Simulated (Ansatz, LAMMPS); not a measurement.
# Li+ TFSI- in propylene carbonate and sulfolane, relaxed from a frame at 400 K (145 atoms), the relaxed geometry

The starting structure: 3 propylene carbonate, 6 sulfolane, 1 Li+, 1 TFSI- placed at random, at 1.34 g/cm³; overlaps pushed apart, then 10 ps at 550 K with Joung-Cheatham ions (J. Phys. Chem. B 112, 9020 (2008)); MMFF94 bonds, angles, torsions, charges and radii (Halgren, J. Comput. Chem. 17, 490 (1996)) in harmonic and 12-6 forms; charges of ions scaled by 0.8. Snapshot after 30 ps at 400 K and fixed volume.

Geometry: the relaxed geometry. Computed with Ansatz 0.2.0: Kohn-Sham DFT, PBEsol, PAW (set soft_2), plane waves; cutoff 420 eV, Γ point, fixed occupations; density 1.27 g/cm³.

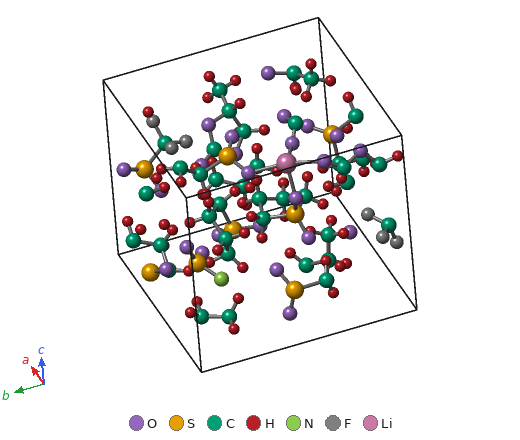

The structure (oxygen purple, sulfur orange, carbon teal, hydrogen red, nitrogen green, fluorine grey, lithium pink). Bonds to atoms that aren't drawn are left out. Some periodic images of atoms are drawn too.

Cell vectors (Å):

```
12.195 0.062 0.017
0.062 12.351 -0.085
0.017 -0.085 11.406
```

Positions (Å):

```
1 O 1.104 5.805 8.540
2 S 1.600 5.770 7.166
3 O 0.634 5.461 6.123
4 C 2.492 7.288 6.800
5 C 3.946 6.927 7.063
6 C 4.145 5.522 6.487
7 C 3.026 4.664 7.068
8 H 2.305 7.519 5.739
9 H 2.081 8.068 7.455
10 H 4.623 7.665 6.610
11 H 4.146 6.915 8.148
12 H 4.071 5.555 5.386
13 H 5.131 5.113 6.755
14 H 3.244 4.352 8.102
15 H 2.726 3.799 6.460
16 O 7.154 11.469 1.897
17 S 8.285 11.993 1.141
18 O 7.969 0.732 0.286
19 C 9.559 0.115 2.337
20 C 10.875 11.943 1.571
21 C 10.508 10.552 1.043
22 C 9.186 10.674 0.295
23 H 9.507 1.204 2.472
24 H 9.447 11.943 3.206
25 H 11.112 0.263 0.831
26 H 11.712 11.894 2.284
27 H 11.287 10.133 0.387
28 H 10.381 9.862 1.893
29 H 8.575 9.761 0.320
30 H 9.324 10.930 10.662
31 O 7.434 5.902 2.740
32 S 7.719 7.335 2.756
33 O 8.796 7.819 1.898
34 C 6.207 8.260 2.469
35 C 5.644 8.470 3.864
36 C 6.841 8.881 4.728
37 C 7.959 7.877 4.466
38 H 6.517 9.218 2.017
39 H 5.588 7.690 1.761
40 H 4.854 9.237 3.872
41 H 5.189 7.535 4.234
42 H 7.174 9.887 4.423
43 H 6.595 8.919 5.802
44 H 7.864 6.973 5.086
45 H 8.971 8.299 4.546
46 O 7.209 2.796 8.405
47 S 6.164 1.797 8.192
48 O 4.917 1.938 8.935
49 C 5.860 1.651 6.410
50 C 6.189 0.203 6.062
51 C 7.369 12.103 6.926
52 C 6.853 0.151 8.404
53 H 4.818 1.944 6.224
54 H 6.546 2.370 5.938
55 H 5.359 11.921 6.119
56 H 6.483 0.112 5.005
57 H 7.526 11.016 6.882
58 H 8.263 0.241 6.758
59 H 7.627 0.222 9.182
60 H 6.094 11.858 8.672
61 O 1.474 6.634 1.009
62 S 1.471 6.244 2.422
63 O 2.530 6.792 3.256
64 C 12.034 6.629 3.101
65 C 11.265 5.375 2.719
66 C 12.178 4.202 3.094
67 C 1.379 4.444 2.532
68 H 12.155 6.720 4.194
69 H 11.662 7.567 2.665
70 H 10.298 5.329 3.240
71 H 11.056 5.378 1.636
72 H 12.220 4.115 4.191
73 H 11.808 3.250 2.686
74 H 1.521 4.084 1.502
75 H 2.207 4.112 3.172
76 O 4.740 7.867 10.929
77 S 3.517 8.613 10.678
78 O 2.394 7.909 10.059
79 C 3.006 9.541 0.780
80 C 3.790 10.841 0.719
81 C 3.653 11.272 10.689
82 C 3.912 10.106 9.737
83 H 1.918 9.700 0.712
84 H 3.221 8.872 1.626
85 H 3.410 11.564 1.455
86 H 4.853 10.665 0.957
87 H 2.625 11.643 10.544
88 H 4.327 12.116 10.474
89 H 4.969 9.983 9.449
90 H 3.287 10.119 8.833
91 N 0.611 10.557 5.096
92 S 1.844 11.402 5.640
93 O 1.704 11.972 6.964
94 O 3.062 10.701 5.309
95 C 1.799 0.533 4.589
96 F 1.870 0.156 3.305
97 F 2.877 1.292 4.861
98 F 0.708 1.285 4.749
99 S 11.305 10.797 5.605
100 O 10.429 10.261 4.583
101 O 10.963 12.068 6.208
102 C 11.151 9.564 6.997
103 F 12.015 9.836 7.982
104 F 9.907 9.628 7.496
105 F 11.371 8.320 6.564
106 C 10.288 1.326 9.063
107 C 11.669 1.820 8.725
108 C 0.594 1.122 9.525
109 O 0.778 2.048 10.613
110 C 0.274 3.240 10.242
111 O 0.418 4.255 10.887
112 O 11.793 3.220 9.110
113 H 10.110 1.323 10.152
114 H 10.177 0.302 8.674
115 H 9.516 1.955 8.594
116 H 11.865 1.758 7.646
117 H 0.311 0.143 9.941
118 H 1.539 1.032 8.970
119 C 9.935 6.618 10.287
120 C 8.499 6.660 9.851
121 C 8.221 6.047 8.483
122 O 7.259 6.945 7.896
123 C 7.283 8.111 8.575
124 O 6.680 9.100 8.229
125 O 8.067 8.036 9.658
126 H 10.275 5.573 10.368
127 H 10.050 7.092 11.272
128 H 10.584 7.115 9.550
129 H 7.831 6.238 10.621
130 H 9.125 6.043 7.848
131 H 7.784 5.039 8.526
132 C 5.581 2.739 2.275
133 C 5.401 2.920 0.794
134 C 6.405 3.861 0.133
135 O 5.617 4.557 10.633
136 C 4.329 4.382 10.934
137 O 3.422 4.964 10.377
138 O 4.134 3.579 0.513
139 H 6.517 2.187 2.451
140 H 4.759 2.144 2.700
141 H 5.645 3.712 2.785
142 H 5.368 1.950 0.271
143 H 6.871 4.548 0.862
144 H 7.181 3.243 10.950
145 Li 1.724 5.939 10.474
```

**Question.** What Löwdin charge does each atom carry?

Charges in e, in the order of the atoms, ten a line:

```
-0.762 +2.072 -0.745 -0.468 -0.273 -0.282 -0.473 +0.233 +0.227 +0.205
+0.196 +0.191 +0.208 +0.230 +0.221 -0.747 +2.059 -0.759 -0.475 -0.279
-0.281 -0.468 +0.227 +0.232 +0.179 +0.212 +0.203 +0.208 +0.239 +0.217
-0.760 +2.060 -0.755 -0.471 -0.280 -0.278 -0.477 +0.215 +0.233 +0.218
+0.185 +0.190 +0.203 +0.223 +0.232 -0.752 +2.058 -0.749 -0.474 -0.285
-0.280 -0.459 +0.224 +0.226 +0.204 +0.210 +0.215 +0.195 +0.225 +0.211
-0.775 +2.069 -0.742 -0.465 -0.280 -0.284 -0.472 +0.230 +0.233 +0.213
+0.197 +0.208 +0.201 +0.234 +0.223 -0.735 +2.063 -0.754 -0.464 -0.284
-0.273 -0.474 +0.215 +0.234 +0.213 +0.200 +0.181 +0.207 +0.227 +0.232
-0.905 +2.184 -0.740 -0.723 +0.652 -0.213 -0.222 -0.205 +2.174 -0.734
-0.734 +0.656 -0.211 -0.215 -0.205 -0.490 +0.097 -0.089 -0.271 +0.709
-0.423 -0.258 +0.186 +0.204 +0.218 +0.232 +0.206 +0.224 -0.479 +0.102
-0.091 -0.278 +0.710 -0.416 -0.272 +0.214 +0.213 +0.199 +0.197 +0.203
+0.235 -0.481 +0.104 -0.096 -0.249 +0.727 -0.444 -0.271 +0.211 +0.208
+0.208 +0.201 +0.207 +0.229 +0.733
```

Forces are small here, 0.0050 eV/Å r.m.s. The Löwdin charges lack the electrons that the projection spills, 0.052 e an atom on average.

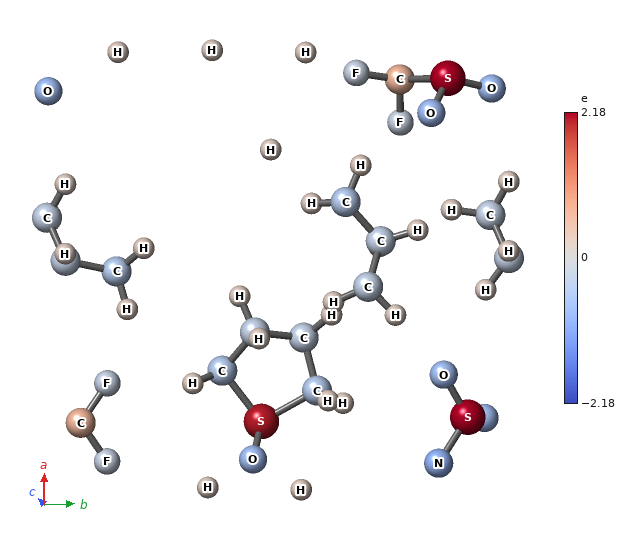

Atoms coloured by Löwdin charge. Drawn is a slice 4 Å thick, seen along the normal of the ab plane. Bonds to atoms that aren't drawn are left out.

[Logs are printed without paths, hosts, clocks, repeated set-up lines and the standing remarks that a program may print on its own settings, such as how far it seeks lower states.]

[Hosts, paths, dates, database ids (printed as entryN), source tags and the programs' standing remarks are cut or masked in the printed files.]

[The MMFF94 radii named for the starting cell were scaled by 0.96; in molecules described by MMFF94, hydrogen bound to N, O or S took a small fixed 12-6 site in their place.]
